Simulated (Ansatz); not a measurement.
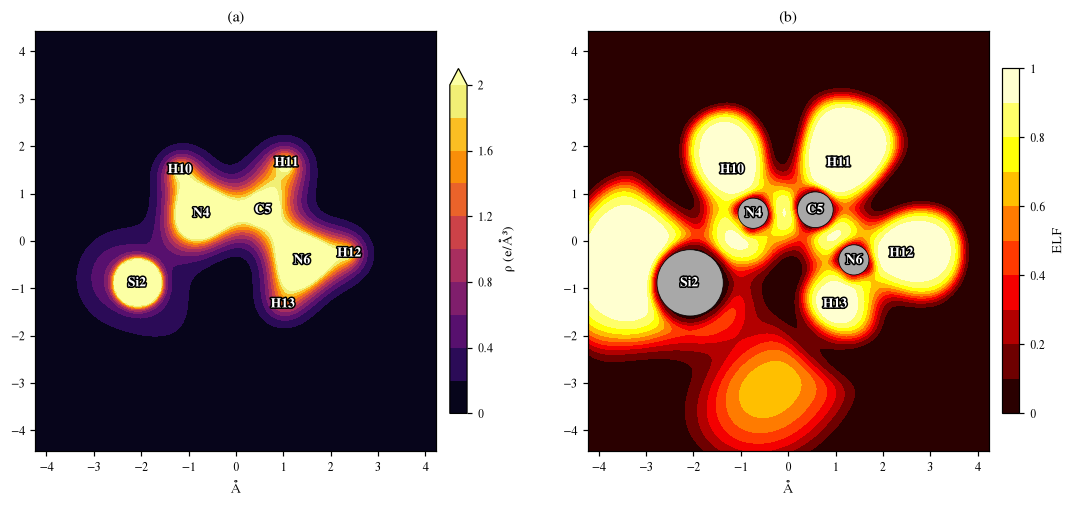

The picture shows: C2H7IN2Si. (a) electron density; (b) ELF on the plane of atoms Si2, N4 and C5. Grey discs cover the atomic cores in the ELF map.

Core potentials replace the inner electrons of I.

Theory: RKS PBE-D4/def2-SVP in Ansatz 0.2.0.

Input file:

```
crystal:
  periodic: [false, false, false]
  atoms:
    - { symbol: C, position_ang: [-0.6989, -1.9607, 0.6625] }
    - { symbol: Si, position_ang: [0.7621, -0.9754, 0.0966] }
    - { symbol: I, position_ang: [1.7418, 0.2025, 2.0044] }
    - { symbol: "N", position_ang: [0.6863, -0.0988, -1.2524] }
    - { symbol: C, position_ang: [-0.2998, 0.8746, -0.947] }
    - { symbol: "N", position_ang: [-1.63381, 0.24952, -1.13589] }
    - { symbol: H, position_ang: [-0.4474, -2.7017, 1.363] }
    - { symbol: H, position_ang: [-1.2059, -2.3721, -0.2082] }
    - { symbol: H, position_ang: [-1.4671, -1.2411, 1.1839] }
    - { symbol: H, position_ang: [1.4787, 0.3337, -1.5319] }
    - { symbol: H, position_ang: [-0.21473, 1.96205, -1.15882] }
    - { symbol: H, position_ang: [-2.31881, 0.67085, -0.5443] }
    - { symbol: H, position_ang: [-1.98345, 0.43694, -2.05489] }
basis:
  gaussian: { orbitals: def2-SVP }
hamiltonian:
  xc: pbe
  dispersion: d4
relax:
  f_tol: 0.015
  max_steps: 40
output:
  orbitals: {}
```

Launched as:

```sh
ansatz run input.yaml --threads 2 --pin off --max-ram 3072MiB --backend cpu --events-out ev --progress --plain --runs-dir out
```

The fields are those of the relaxed geometry.

### What do the fields say about this system?

The section cuts through Si, N, C and H sites.
C–N (1.31 Å): the density is about 2.5 e/Å³ at the midpoint; the ELF peaks at about 0.90 between the atoms, as expected for localised, covalent bonding.
Si–N (1.98 Å): ρ is about 0.63 e/Å³ halfway, with its minimum of 0.49 e/Å³ about 0.8 Å from Si; the ELF peaks at about 0.95 in the valence shell of N, 0.7 Å from its nucleus, and is about 0.75 at the midpoint.
N–H (1.02 Å): the density is about 2.8 e/Å³ at the midpoint; the ELF climbs to about 1 towards the hydrogen, as it does in any bond to H (a covalent bond by its length).
C–H (1.11 Å): the density is about 2 e/Å³ at the midpoint; the ELF climbs to about 1 towards the hydrogen; a covalent bond by its length.
The ELF also peaks beside Si2, away from the bonds: lone-pair regions.
